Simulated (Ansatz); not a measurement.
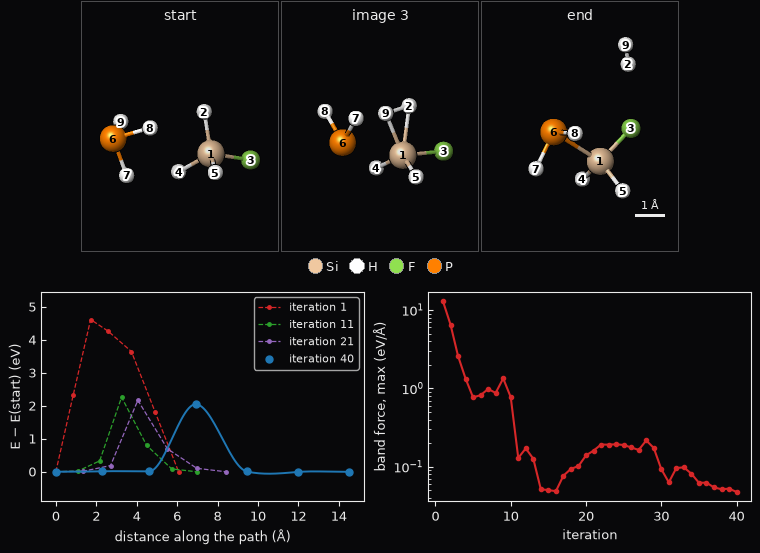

A nudged-elastic-band calculation for SiPH₆F, made up at the start of SiH3F and PH3. Images are numbered from 0 (start) to 6 (end). The plot follows the band through its iterations. The picture is a ball-and-stick view, seen at a tilt.

These are results of Ansatz, RKS PBE/def2-SVP, not measurements. Run with 5 movable images; climbing image; force threshold 0.05 eV/Å; iteration limit 60; starting path through a guess of the saddle point.

Judge this run.

The result is final at these settings. The band converged in 40 iterations. The largest component of the band force went from 13 to 0.048 eV/Å. The climbing image converged on the top of the path. Its vibrational analysis gives one imaginary mode (965i cm⁻¹), as a transition state must have. The first iteration put the highest image at 4.62 eV. The barrier is about 2.05 eV in both directions, with image 3 at the top; the ends have nearly the same energy. Image 5 lies below both ends, at −0.01 eV, which points to an intermediate minimum that so few images don't resolve.

Limits of the set-up: the start holds two separate molecules, 3.0 Å apart at their closest, whose relative position is a soft coordinate and is computed without a dispersion correction.
